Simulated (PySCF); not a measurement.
# C3H6BFO2: NMR shifts at several levels of theory

Aim: compute the NMR shifts of C3H6BFO2 (`C=COB(F)OC`) at several levels, and see how far they spread and what each costs.

Programs: PySCF 2.14.0, with density-fitted response routines of our own. Each step states its level of theory. These are calculated values for one molecule in the gas phase, unless marked as measured. Atoms count from 0, in the outputs and in this text.

## Step 1: Starting geometry

13 atoms, charge 0, multiplicity 1; geometry from: GFN2-xTB. The atoms were then displaced at random by about 0.01 Å, so the start is not that level's minimum.

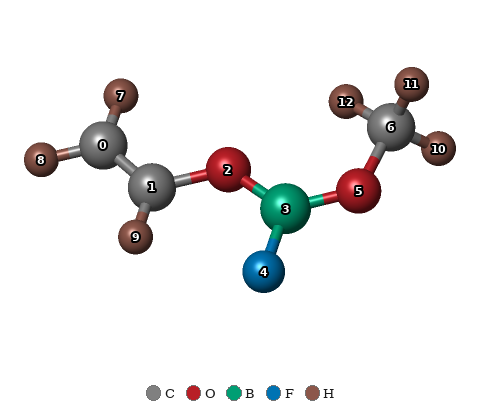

As it starts; carbon grey, oxygen red, boron teal, fluorine blue, hydrogen brown, atoms numbered.

## Step 2: Geometry optimisation at PBE0-D3(BJ)/def2-SVP

What the job is given:

```
{"job": {"xc": "PBE0", "basis": "def2-SVP", "d3": "d3bj", "grid": 1, "shake": 0.01, "kind": "geom"}, "charge": 0, "multiplicity": 1}
C     -2.381990     0.943010     0.787310
C     -1.772450     0.062080     0.055700
O     -0.421150     0.006790     0.017270
B      0.343460    -0.885150    -0.699180
F     -0.318700    -1.817880    -1.450080
O      1.639210    -0.913320    -0.729000
C      2.480240    -0.027950    -0.006000
H     -1.853870     1.694950     1.371550
H     -3.476670     1.007220     0.814960
H     -2.281140    -0.673310    -0.538090
H      3.184020     0.395780    -0.696150
H      3.005790    -0.589660     0.770230
H      1.859080     0.780560     0.447770
```

Command:

```console
$ OMP_NUM_THREADS=1 python probes_run.py task.json out
```

One launch serves the whole session: the jobs run in the order shown.

Standard output:

```text
step   0  E = -392.47309505  max force = 0.063030
step   1  E = -392.47840731  max force = 0.021706
step   2  E = -392.47887528  max force = 0.009186
step   3  E = -392.47921126  max force = 0.006188
step   4  E = -392.47928520  max force = 0.005357
step   5  E = -392.47954906  max force = 0.001292
step   6  E = -392.47955864  max force = 0.000650
step   7  E = -392.47956500  max force = 0.000475
step   8  E = -392.47957066  max force = 0.000175
optimisation converged
```

Run time: 37 s. Hardware: 1 thread of Intel Xeon 6975P-C, shared host; peak memory 0.53 GiB.

Along the way:

| step | energy from step 0 (eV) | largest force component (eV/Å) |
| --- | --- | --- |
| 0 | 0.0000 | 3.2411 |
| 1 | -0.1446 | 1.1162 |
| 2 | -0.1573 | 0.4724 |
| 3 | -0.1664 | 0.3182 |
| 4 | -0.1684 | 0.2755 |
| 5 | -0.1756 | 0.0664 |
| 6 | -0.1759 | 0.0334 |
| 7 | -0.1761 | 0.0244 |
| 8 | -0.1762 | 0.0090 |

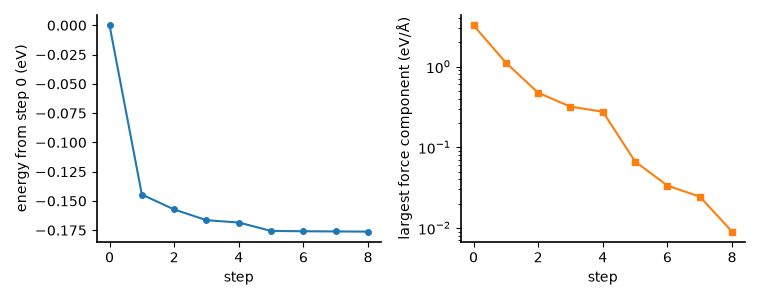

Energy and force, step by step.

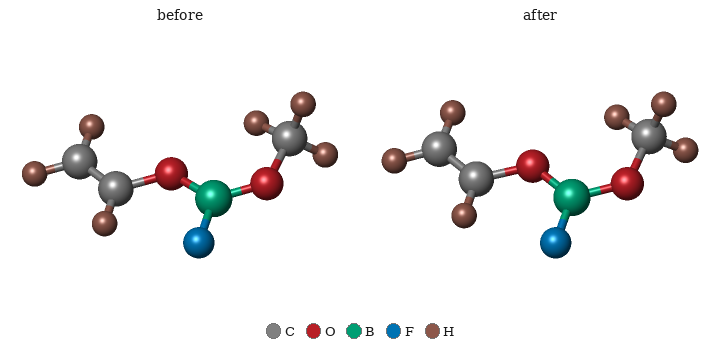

Before and after, at one scale.

Close pairs (by a distance rule), those that changed most:

```
  bond  before (Å)  after (Å)  change (Å)
 B3–O5       1.296      1.340      +0.044
 B3–F4       1.368      1.330      -0.038
 C0–C1       1.297      1.330      +0.033
C6–H10       1.073      1.100      +0.027
 C1–H9       1.073      1.095      +0.022
C6–H12       1.116      1.100      -0.016
 O5–C6       1.419      1.406      -0.013
 O2–B3       1.376      1.365      -0.011
```

The final coordinates are the input of the step that follows.

```
                         at the end point                value
  point group (found at 0.08 Å tolerance)                   C1
rotational constants (GHz, main isotopes)  4.569, 1.704, 1.251
                        dipole moment (D)                 1.59
```

## Step 3: NMR shieldings: BLYP/pcSseg-1

What the job is given:

```
{"job": {"kind": "nmr", "xc": "BLYP", "basis": "pcSseg-1", "pop": false}, "charge": 0, "multiplicity": 1}
C     -2.342434     0.937251     0.937987
C     -1.730757     0.070397     0.135929
O     -0.376121     0.008366     0.043629
B      0.273925    -0.838988    -0.807193
F     -0.422784    -1.654320    -1.594193
O      1.611999    -0.872903    -0.878764
C      2.442784    -0.059780    -0.087816
H     -1.774004     1.636959     1.554175
H     -3.431314     0.953822     0.984189
H     -2.273451    -0.642373    -0.494182
H      3.184053     0.428956    -0.737351
H      2.982028    -0.682488     0.642951
H      1.871063     0.709584     0.452040
```

With the program's defaults for keys left out, this is: GIAO BLYP/pcSseg-1 NMR shielding, non-relativistic, gas phase.

Standard output:

```text
coarse grid: 11328 points
cycle   1  E = -392.7768066930  dE =  8.775e-01  |g| = 1.072e+00  |ddm| = 3.141e+00
cycle   2  E = -392.2954163980  dE =  4.814e-01  |g| = 1.939e+00  |ddm| = 1.909e+00
cycle   3  E = -392.9657234860  dE = -6.703e-01  |g| = 2.298e-01  |ddm| = 1.382e+00
cycle   4  E = -392.9747999559  dE = -9.076e-03  |g| = 9.397e-02  |ddm| = 1.780e-01
cycle   5  E = -392.9760320329  dE = -1.232e-03  |g| = 2.908e-02  |ddm| = 5.842e-02
cycle   6  E = -392.9761741778  dE = -1.421e-04  |g| = 1.050e-02  |ddm| = 2.396e-02
cycle   7  E = -392.9761933770  dE = -1.920e-05  |g| = 3.743e-03  |ddm| = 7.709e-03
cycle   8  E = -392.9761959965  dE = -2.619e-06  |g| = 1.273e-03  |ddm| = 3.370e-03
final grid: 111088 points
cycle   9  E = -393.0706287828  dE = -6.151e-05  |g| = 9.773e-03  |ddm| = 2.399e-02
cycle  10  E = -393.0705882408  dE =  4.054e-05  |g| = 1.711e-02  |ddm| = 1.601e-02
cycle  11  E = -393.0706479604  dE = -5.972e-05  |g| = 2.769e-03  |ddm| = 1.074e-02
cycle  12  E = -393.0706495951  dE = -1.635e-06  |g| = 4.748e-04  |ddm| = 2.041e-03
cycle  13  E = -393.0706496367  dE = -4.158e-08  |g| = 2.650e-04  |ddm| = 5.677e-04
cycle  14  E = -393.0706496512  dE = -1.449e-08  |g| = 6.378e-05  |ddm| = 2.048e-04
cycle  15  E = -393.0706496520  dE = -7.850e-10  |g| = 1.577e-05  |ddm| = 4.787e-05
converged SCF energy = -393.0706496520

GIAO shielding tensors (ppm)
atom      isotropic    diamagn.    paramagn.     s11        s22        s33       span
  0 C       77.368     253.576    -176.208    -22.637    104.153    150.588    173.225
  1 C       25.019     250.035    -225.016    -81.161     57.078     99.141    180.302
  2 O      156.070     399.437    -243.367     79.184    105.824    283.201    204.017
  3 B       79.686     199.203    -119.517     67.927     75.015     96.116     28.189
  4 F      300.565     471.226    -170.661    180.783    332.409    388.504    207.721
  5 O      248.388     392.906    -144.518    128.099    293.913    323.153    195.054
  6 C      121.030     244.714    -123.684     90.951     97.617    174.521     83.569
  7 H       26.587      31.685      -5.099     24.043     25.378     30.339      6.296
  8 H       27.075      27.761      -0.685     25.256     26.082     29.888      4.632
  9 H       24.501      30.062      -5.560     21.031     23.376     29.097      8.066
 10 H       27.719      28.089      -0.369     23.852     25.711     33.596      9.744
 11 H       27.707      28.637      -0.930     23.994     25.469     33.659      9.665
 12 H       27.054      31.929      -4.874     22.634     27.088     31.441      8.807
```

It took 13 s on 1 thread of Intel Xeon 6975P-C, shared host; peak memory 0.79 GiB.

Shifts follow as δ = σ(reference) − σ, with reference shieldings (ppm) from runs at the same level and on the same kind of geometry: 1H TMS 31.36, 13C TMS 175.3, 19F CFCl3 145.5, 17O H2O 333.7, 11B BF3·OEt2 92.8. The references are single molecules in the gas phase, so shifts against H2O, NH3, PH3, H3PO4 or CFCl3 are not on the usual liquid scales and can be off by tens of ppm. Atoms listed in one row are averaged.

| atoms | environment | σ (ppm) | δ (ppm) |
| --- | --- | --- | --- |
| C1 | alkene carbon bearing oxygen | 25.0 | 150.3 |
| C0 | β carbon of an enol-ether or enamine type C=C | 77.4 | 97.9 |
| C6 | methyl carbon bonded to O | 121.0 | 54.3 |
| H9 | hydrogen on an alkene carbon bearing oxygen | 24.50 | 6.86 |
| H7 | hydrogen on a β carbon of an enol-ether or enamine type C=C | 26.59 | 4.77 |
| H8 | hydrogen on a β carbon of an enol-ether or enamine type C=C | 27.08 | 4.29 |
| H10, H11, H12 | hydrogen on a methyl carbon bonded to O | 27.49 | 3.87 |
| O2 | oxygen bonded to C, B | 156.1 | 177.6 |
| O5 | oxygen bonded to C, B | 248.4 | 85.3 |
| B3 | boron bonded to F, 2 O | 79.7 | 13.2 |
| F4 | fluorine bonded to B | 300.6 | -155.1 |

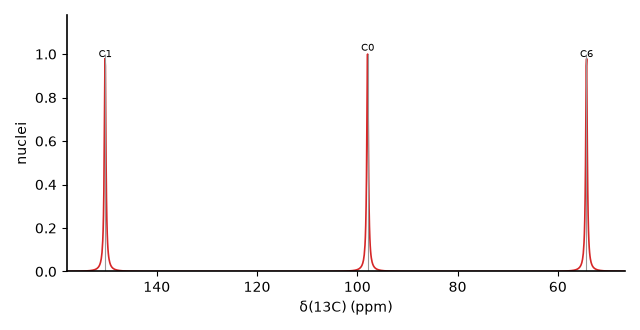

13C lines at the computed shifts, without couplings. Lines are broadened to a width of 0.38 ppm (Lorentzian).

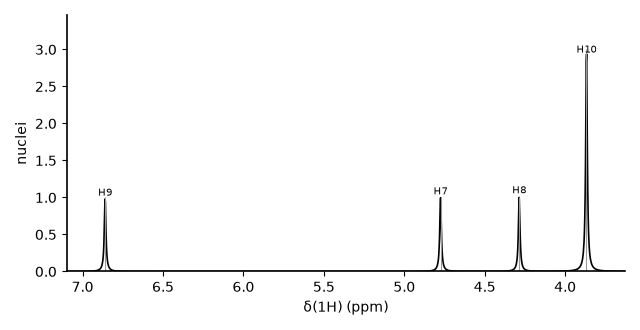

1H lines at the computed shifts, without couplings. Lines are broadened to a width of 0.01 ppm (Lorentzian).

## Step 4: Nuclear shieldings: BHandHLYP/pcSseg-1

The job, as its differences from that of step 3:

```diff
@@ -1,2 +1,2 @@
-{"job": {"kind": "nmr", "xc": "BLYP", "basis": "pcSseg-1", "pop": false}, "charge": 0, "multiplicity": 1}
+{"job": {"kind": "nmr", "xc": "BHandHLYP", "basis": "pcSseg-1", "pop": false}, "charge": 0, "multiplicity": 1}
 C     -2.342434     0.937251     0.937987
```

Method: GIAO BHandHLYP/pcSseg-1 NMR shielding, non-relativistic, gas phase.

Standard output:

```text
coarse grid: 11328 points
cycle   1  E = -392.8034399763  dE =  1.093e+00  |g| = 8.022e-01  |ddm| = 3.020e+00
cycle   2  E = -392.8109358210  dE = -7.496e-03  |g| = 8.178e-01  |ddm| = 7.991e-01
cycle   3  E = -392.9171147788  dE = -1.062e-01  |g| = 4.946e-02  |ddm| = 4.174e-01
cycle   4  E = -392.9174812825  dE = -3.665e-04  |g| = 3.047e-02  |ddm| = 4.480e-02
cycle   5  E = -392.9176379649  dE = -1.567e-04  |g| = 6.724e-03  |ddm| = 1.915e-02
cycle   6  E = -392.9176453057  dE = -7.341e-06  |g| = 1.690e-03  |ddm| = 4.591e-03
final grid: 111088 points
cycle   7  E = -392.9668997587  dE = -2.130e-05  |g| = 2.879e-03  |ddm| = 9.980e-03
cycle   8  E = -392.9669000165  dE = -2.578e-07  |g| = 2.782e-03  |ddm| = 2.955e-03
cycle   9  E = -392.9669013801  dE = -1.364e-06  |g| = 3.674e-04  |ddm| = 1.483e-03
cycle  10  E = -392.9669014007  dE = -2.059e-08  |g| = 1.754e-04  |ddm| = 3.016e-04
cycle  11  E = -392.9669014071  dE = -6.405e-09  |g| = 2.389e-05  |ddm| = 1.141e-04
cycle  12  E = -392.9669014072  dE = -1.178e-10  |g| = 1.012e-05  |ddm| = 2.342e-05
converged SCF energy = -392.9669014072

GIAO shielding tensors (ppm)
atom      isotropic    diamagn.    paramagn.     s11        s22        s33       span
  0 C       80.869     254.027    -173.158    -29.930    112.411    160.126    190.056
  1 C       31.103     250.459    -219.356    -90.132     70.894    112.547    202.678
  2 O      189.830     399.985    -210.155    110.690    153.867    304.934    194.244
  3 B       88.451     197.707    -109.256     76.313     83.196    105.843     29.529
  4 F      326.872     470.813    -143.941    214.602    361.781    404.233    189.632
  5 O      274.297     393.146    -118.849    157.375    324.844    340.673    183.298
  6 C      132.755     243.976    -111.221    105.379    110.988    181.898     76.519
  7 H       26.422      31.138      -4.716     23.758     24.763     30.745      6.986
  8 H       26.930      27.541      -0.611     24.946     25.648     30.196      5.250
  9 H       24.623      29.559      -4.936     20.911     23.511     29.448      8.537
 10 H       27.887      28.109      -0.222     23.769     25.756     34.138     10.369
 11 H       27.896      28.581      -0.685     23.942     25.574     34.173     10.230
 12 H       27.321      31.374      -4.053     22.542     27.740     31.682      9.140
```

Wall time 8.7 s (1 thread of Intel Xeon 6975P-C, shared host); peak memory 0.83 GiB.

Key values: δ C1 152.9, C0 103.1, C6 51.2, O2 144.9, H9 6.82, H7 5.02 ppm.

## Step 5: Nuclear shieldings: PBE0/pcSseg-1

The job, as its differences from that of step 4:

```diff
@@ -1,2 +1,2 @@
-{"job": {"kind": "nmr", "xc": "BHandHLYP", "basis": "pcSseg-1", "pop": false}, "charge": 0, "multiplicity": 1}
+{"job": {"kind": "nmr", "xc": "PBE0", "basis": "pcSseg-1", "pop": false}, "charge": 0, "multiplicity": 1}
 C     -2.342434     0.937251     0.937987
```

Method: GIAO PBE0/pcSseg-1 NMR shielding, non-relativistic, gas phase.

Standard output:

```text
coarse grid: 11328 points
cycle   1  E = -392.5448022678  dE =  9.644e-01  |g| = 8.223e-01  |ddm| = 3.073e+00
cycle   2  E = -392.4572774184  dE =  8.752e-02  |g| = 1.102e+00  |ddm| = 1.030e+00
cycle   3  E = -392.6603376900  dE = -2.031e-01  |g| = 8.154e-02  |ddm| = 6.183e-01
cycle   4  E = -392.6613364007  dE = -9.987e-04  |g| = 4.406e-02  |ddm| = 7.118e-02
cycle   5  E = -392.6616604038  dE = -3.240e-04  |g| = 9.823e-03  |ddm| = 2.724e-02
cycle   6  E = -392.6616761712  dE = -1.577e-05  |g| = 3.885e-03  |ddm| = 7.896e-03
cycle   7  E = -392.6616792016  dE = -3.030e-06  |g| = 9.680e-04  |ddm| = 2.803e-03
final grid: 111088 points
cycle   8  E = -392.7273035280  dE = -3.247e-05  |g| = 1.223e-02  |ddm| = 2.119e-02
cycle   9  E = -392.7272740865  dE =  2.944e-05  |g| = 1.793e-02  |ddm| = 1.490e-02
cycle  10  E = -392.7273293738  dE = -5.529e-05  |g| = 1.373e-03  |ddm| = 9.498e-03
cycle  11  E = -392.7273297988  dE = -4.250e-07  |g| = 2.742e-04  |ddm| = 1.099e-03
cycle  12  E = -392.7273298114  dE = -1.258e-08  |g| = 1.341e-04  |ddm| = 2.551e-04
cycle  13  E = -392.7273298152  dE = -3.824e-09  |g| = 3.515e-05  |ddm| = 1.037e-04
cycle  14  E = -392.7273298154  dE = -2.516e-10  |g| = 7.986e-06  |ddm| = 2.684e-05
converged SCF energy = -392.7273298154

GIAO shielding tensors (ppm)
atom      isotropic    diamagn.    paramagn.     s11        s22        s33       span
  0 C       83.106     254.498    -171.392    -21.804    110.653    160.470    182.274
  1 C       33.143     251.068    -217.925    -79.531     68.190    110.772    190.303
  2 O      175.118     399.030    -223.911     95.355    131.552    298.448    203.093
  3 B       85.993     199.072    -113.080     74.368     80.888    102.723     28.355
  4 F      314.275     469.934    -155.659    197.571    347.204    398.049    200.478
  5 O      265.071     392.132    -127.061    145.427    313.650    336.135    190.708
  6 C      132.035     245.707    -113.671    103.523    109.822    182.761     79.238
  7 H       26.275      30.986      -4.711     23.609     24.807     30.409      6.800
  8 H       26.738      27.572      -0.834     24.822     25.606     29.787      4.965
  9 H       24.390      29.586      -5.196     20.746     23.359     29.066      8.320
 10 H       27.687      28.044      -0.357     23.620     25.563     33.876     10.256
 11 H       27.687      28.533      -0.846     23.781     25.362     33.917     10.136
 12 H       27.083      31.481      -4.398     22.386     27.370     31.492      9.105
```

Wall time 8.9 s (1 thread of Intel Xeon 6975P-C, shared host); peak memory 0.83 GiB.

Key values: δ C1 151.3, C0 101.3, C6 52.4, O2 159.4, H9 6.88, H7 4.99 ppm.

## Step 6: Shielding tensors: B97-D/pcSseg-1

The job, as its differences from that of step 5:

```diff
@@ -1,2 +1,2 @@
-{"job": {"kind": "nmr", "xc": "PBE0", "basis": "pcSseg-1", "pop": false}, "charge": 0, "multiplicity": 1}
+{"job": {"kind": "nmr", "xc": "B97-D", "basis": "pcSseg-1", "pop": false}, "charge": 0, "multiplicity": 1}
 C     -2.342434     0.937251     0.937987
```

Method: GIAO B97-D/pcSseg-1 NMR shielding, non-relativistic, gas phase.

Standard output:

```text
coarse grid: 11328 points
cycle   1  E = -392.6522810403  dE =  8.687e-01  |g| = 1.047e+00  |ddm| = 3.141e+00
cycle   2  E = -392.2567146340  dE =  3.956e-01  |g| = 1.803e+00  |ddm| = 1.760e+00
cycle   3  E = -392.8364562583  dE = -5.797e-01  |g| = 1.875e-01  |ddm| = 1.241e+00
cycle   4  E = -392.8426591204  dE = -6.203e-03  |g| = 8.220e-02  |ddm| = 1.558e-01
cycle   5  E = -392.8436622201  dE = -1.003e-03  |g| = 2.478e-02  |ddm| = 5.343e-02
cycle   6  E = -392.8437615082  dE = -9.929e-05  |g| = 9.909e-03  |ddm| = 2.073e-02
cycle   7  E = -392.8437796770  dE = -1.817e-05  |g| = 4.122e-03  |ddm| = 9.061e-03
cycle   8  E = -392.8437834831  dE = -3.806e-06  |g| = 1.148e-03  |ddm| = 3.791e-03
final grid: 111088 points
cycle   9  E = -392.9141669048  dE = -6.949e-05  |g| = 2.406e-02  |ddm| = 3.546e-02
cycle  10  E = -392.9139526744  dE =  2.142e-04  |g| = 4.414e-02  |ddm| = 3.431e-02
cycle  11  E = -392.9142498495  dE = -2.972e-04  |g| = 2.824e-03  |ddm| = 2.354e-02
cycle  12  E = -392.9142514117  dE = -1.562e-06  |g| = 6.514e-04  |ddm| = 1.911e-03
cycle  13  E = -392.9142514604  dE = -4.870e-08  |g| = 3.590e-04  |ddm| = 6.053e-04
cycle  14  E = -392.9142514912  dE = -3.075e-08  |g| = 6.919e-05  |ddm| = 2.910e-04
cycle  15  E = -392.9142514921  dE = -9.106e-10  |g| = 2.506e-05  |ddm| = 6.271e-05
converged SCF energy = -392.9142514921

GIAO shielding tensors (ppm)
atom      isotropic    diamagn.    paramagn.     s11        s22        s33       span
  0 C       84.047     254.111    -170.064    -11.948    109.261    154.827    166.775
  1 C       33.744     250.626    -216.882    -68.074     65.179    104.128    172.202
  2 O      166.921     399.371    -232.450     91.236    120.580    288.946    197.710
  3 B       85.389     199.543    -114.154     75.139     78.741    102.288     27.149
  4 F      309.787     470.648    -160.862    195.605    340.689    393.067    197.461
  5 O      256.385     392.560    -136.175    143.085    299.972    326.096    183.011
  6 C      125.681     245.398    -119.717     96.841    103.127    177.075     80.233
  7 H       26.622      31.579      -4.957     24.092     25.332     30.442      6.350
  8 H       27.096      27.815      -0.719     25.318     26.048     29.922      4.603
  9 H       24.552      30.010      -5.458     21.013     23.614     29.029      8.016
 10 H       27.786      28.096      -0.309     23.895     25.728     33.736      9.841
 11 H       27.773      28.655      -0.882     24.036     25.494     33.788      9.752
 12 H       27.130      31.998      -4.868     22.622     27.211     31.558      8.936
```

Wall time 13 s (1 thread of Intel Xeon 6975P-C, shared host); peak memory 0.79 GiB.

In short: δ C1 145.4, C0 95.1, C6 53.5, O2 163.5, H9 6.86, H7 4.79 ppm.

## Step 7: Nuclear shieldings: mPW1PW91/pcSseg-1

The job, as its differences from that of step 6:

```diff
@@ -1,2 +1,2 @@
-{"job": {"kind": "nmr", "xc": "B97-D", "basis": "pcSseg-1", "pop": false}, "charge": 0, "multiplicity": 1}
+{"job": {"kind": "nmr", "xc": "mPW1PW91", "basis": "pcSseg-1", "pop": false}, "charge": 0, "multiplicity": 1}
 C     -2.342434     0.937251     0.937987
```

Method: GIAO mPW1PW91/pcSseg-1 NMR shielding, non-relativistic, gas phase.

Standard output:

```text
coarse grid: 11328 points
cycle   1  E = -392.8700474010  dE =  9.670e-01  |g| = 8.483e-01  |ddm| = 3.073e+00
cycle   2  E = -392.7762383788  dE =  9.381e-02  |g| = 1.138e+00  |ddm| = 1.058e+00
cycle   3  E = -392.9921527917  dE = -2.159e-01  |g| = 8.256e-02  |ddm| = 6.370e-01
cycle   4  E = -392.9931744857  dE = -1.022e-03  |g| = 4.456e-02  |ddm| = 7.114e-02
cycle   5  E = -392.9935015657  dE = -3.271e-04  |g| = 9.872e-03  |ddm| = 2.713e-02
cycle   6  E = -392.9935173503  dE = -1.578e-05  |g| = 3.827e-03  |ddm| = 7.811e-03
cycle   7  E = -392.9935202784  dE = -2.928e-06  |g| = 9.791e-04  |ddm| = 2.761e-03
final grid: 111088 points
cycle   8  E = -393.0603822902  dE = -3.705e-05  |g| = 8.782e-03  |ddm| = 1.992e-02
cycle   9  E = -393.0603667892  dE =  1.550e-05  |g| = 1.295e-02  |ddm| = 1.066e-02
cycle  10  E = -393.0603953394  dE = -2.855e-05  |g| = 9.690e-04  |ddm| = 6.872e-03
cycle  11  E = -393.0603955500  dE = -2.106e-07  |g| = 2.335e-04  |ddm| = 8.215e-04
cycle  12  E = -393.0603955589  dE = -8.933e-09  |g| = 1.269e-04  |ddm| = 2.206e-04
cycle  13  E = -393.0603955624  dE = -3.460e-09  |g| = 2.605e-05  |ddm| = 9.231e-05
cycle  14  E = -393.0603955625  dE = -1.450e-10  |g| = 6.003e-06  |ddm| = 2.099e-05
converged SCF energy = -393.0603955625

GIAO shielding tensors (ppm)
atom      isotropic    diamagn.    paramagn.     s11        s22        s33       span
  0 C       82.068     254.367    -172.299    -23.007    109.613    159.597    182.605
  1 C       32.265     251.122    -218.857    -80.749     67.526    110.017    190.766
  2 O      175.278     399.281    -224.003     95.121    132.454    298.259    203.138
  3 B       86.030     199.017    -112.987     74.438     80.797    102.856     28.418
  4 F      314.740     470.100    -155.360    198.298    347.673    398.248    199.950
  5 O      264.277     392.330    -128.053    145.166    312.497    335.166    189.999
  6 C      131.008     245.607    -114.599    102.680    108.941    181.403     78.724
  7 H       26.335      31.012      -4.677     23.667     24.869     30.469      6.803
  8 H       26.797      27.610      -0.813     24.887     25.670     29.835      4.948
  9 H       24.451      29.641      -5.190     20.814     23.405     29.133      8.318
 10 H       27.746      28.068      -0.322     23.697     25.631     33.910     10.213
 11 H       27.746      28.567      -0.821     23.859     25.429     33.949     10.090
 12 H       27.138      31.539      -4.401     22.451     27.427     31.537      9.085
```

Run time: 9 s. Hardware: 1 thread of Intel Xeon 6975P-C, shared host; peak memory 0.84 GiB.

Key values: δ C1 151.3, C0 101.5, C6 52.5, O2 158.0, H9 6.87, H7 4.98 ppm.

[end of part 1 of 2]
